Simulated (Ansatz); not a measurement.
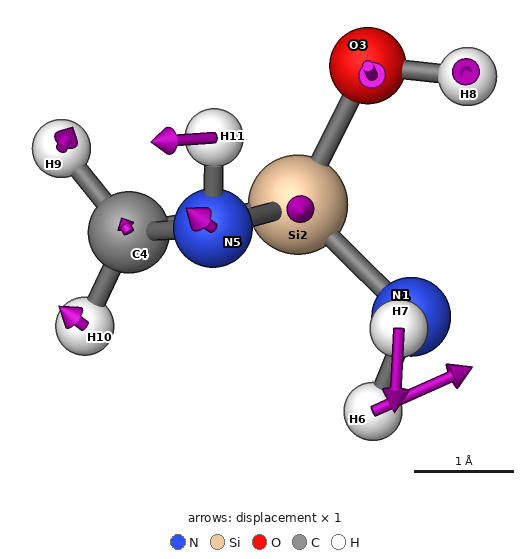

A relaxation of CH₆N₂OSi (coarse preliminary run). The starting structure is drawn; purple arrows show the displacements, at their true length. The two geometries are superimposed by the best rigid fit.

A ball-and-stick model, seen face on.

The start comes from a force field.

These are results of Ansatz, RKS PBE-D4/def2-SVP, not measurements. Set-up: force threshold 0.03 eV/Å; at most 200 steps.

> Describe the change and its energy.

The atom that moves furthest after the best rigid fit is H6 (1.14 Å). By element the largest moves are H 1.14 Å, O 0.59 Å, Si 0.50 Å, N 0.43 Å, C 0.18 Å. Some distances before and after: C4–N5 1.367 → 1.524 Å, N1–H6 1.095 → 1.023 Å, Si2–C4 1.779 → 1.844 Å, Si2–O3 1.612 → 1.677 Å. Bond angles that change, for instance: Si2–N5–H11 103.3° → 138.5°, O3–Si2–N5 99.0° → 125.7°, N1–Si2–N5 91.0° → 114.8°. Over 13 accepted moves (14 points after the start) the energy falls by 2.572 eV. Largest force component: 5.7 eV/Å at the start, 0.014 eV/Å at the end. The line search rejected the trial step at point 11 of the run. Cost: 17 s on 4 threads of Arm Neoverse V1 (shared host).
